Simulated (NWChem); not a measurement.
**AlCl (aluminium monochloride) at BP86/6-311+G(d,p)**

Aim: the electronic atomisation energy of AlCl (aluminium monochloride) at BP86/6-311+G**, from 3 runs. 

The results are computed with NWChem 7.3.0.

2 further runs of the same task are left out: 2 set aside as unsound or not needed.

## (1) The molecule

The species is AlCl (2 atoms), meant as a singlet with charge 0. As SMILES, `[Al][Cl]`. Geometry: the measured bond length.

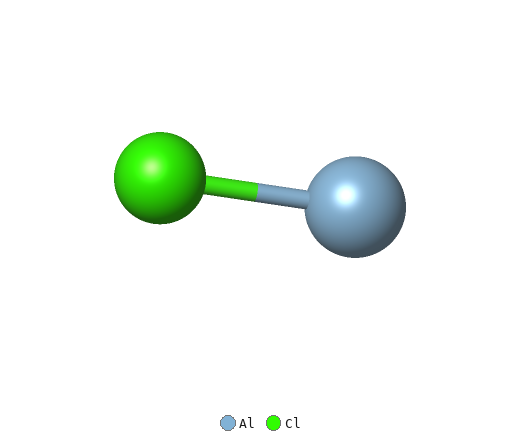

The structure, seen from a chosen angle (aluminium light blue, chlorine green).

## (2) The energy at BP86/6-311+G(d,p)

nw.xyz

```xyz
2

Al     0.000000     0.000000     0.000000
Cl     0.000000     0.000000     2.130113
```

nw.nw

```
start nw
memory 2200 mb
charge 0

geometry units angstroms noautosym nocenter noautoz
  load format xyz nw.xyz
end

basis spherical bse
  * library 6-311+G**
end

dft
  xc becke88 perdew86
  grid fine
  convergence energy 1e-08
  maxiter 100
  mulliken
  noprint "final vectors analysis"
end

task dft energy
```

On the command line:

```
$ nwchem nw.nw > nw.out
```

What it wrote:

```text
[...]
          Wavefunction type:  closed shell.
          No. of atoms     :     2
          No. of electrons :    30
[...]
          Charge           :     0
          Spin multiplicity:     1
[...]
          AO basis - number of functions:    60
[...]
              XC Information
              --------------
                    Becke 1988 Exchange Functional  1.000
                Perdew 1981 Correlation Functional  1.000 local
                Perdew 1986 Correlation Functional  1.000 non-local
[...]
 d= 0,ls=0.0,diis     1   -702.7199654782 -7.58D+02  1.91D-02  1.26D+00     0.6
[...]
 d= 0,ls=0.0,diis    10   -702.7611268399 -2.45D-09  3.85D-07  5.79D-10     3.6
         Total DFT energy =     -702.761126839890
      One electron energy =    -1082.125115643429
           Coulomb energy =      371.391572137527
    Exchange-Corr. energy =      -46.929915759043
 Nuclear repulsion energy =       54.902332425056
[...]
      Total Density - Mulliken Population Analysis
     ---------------------------------------------
    Atom       Charge   Shell Charges
 -----------   ------   -------------------------------------------------------
    1 Al  13    12.88   0.79  1.18  0.98  1.00  1.12  0.95  2.12  3.77  0.37  0.35  0.14  0.12 -0.12  0.09
    2 Cl  17    17.12   0.78  1.19  0.89  1.09  1.02  1.02  7.42 -1.52  1.09  2.96  1.49 -0.16 -0.15  0.01
[...]
```

Wall time 4.5 s (1 thread of Intel Xeon Platinum 8488C (Sapphire Rapids), shared host); peak memory 0.11 GiB.

## (3) The Al atom, same level

al.xyz

```xyz
1

Al     0.000000     0.000000     0.000000
```

al.nw

```
start al
memory total 2200 mb
geometry units angstroms noautosym nocenter noautoz
 load format xyz al.xyz
end
basis spherical bse
 Al library 6-311+G**
end
dft
 xc becke88 perdew86
 mult 2
 grid fine
 convergence energy 1e-08
 iterations 100
 mulliken
 noprint "final vectors analysis"
end
task dft
```

Run the same way, it converges to -242.38318 Eh (log not shown).

## (4) The Cl atom at the same level

run.nw

```
start run
memory 2200 mb
charge 0
geometry units angstrom noautosym nocenter noautoz
  Cl     0.000000     0.000000     0.000000
end
basis "ao basis" spherical bse
  * library 6-311+G**
end
dft
  xc becke88 perdew86
  mult 2
  grid fine
  convergence energy 1e-08
  iterations 100
  mulliken
  print low
end
task dft
```

Run the same way, it converges to -460.18995 Eh (log not shown).

## (5) Results

At BP86/6-311+G**:

| quantity | value |
| --- | --- |
| molecule: total energy | -702.76113 Eh |
| molecule: dipole moment | 1.67 D |
| Al atom: total energy | -242.38318 Eh |
| Al atom: ⟨S²⟩ | 0.752 |
| Cl atom: total energy | -460.18995 Eh |
| Cl atom: ⟨S²⟩ | 0.751 |
| electronic atomisation energy | 5.116 eV |

What this shows: Taking the molecule apart into free atoms costs 5.12 eV (118 kcal/mol), before zero-point energy and without spin-orbit coupling.
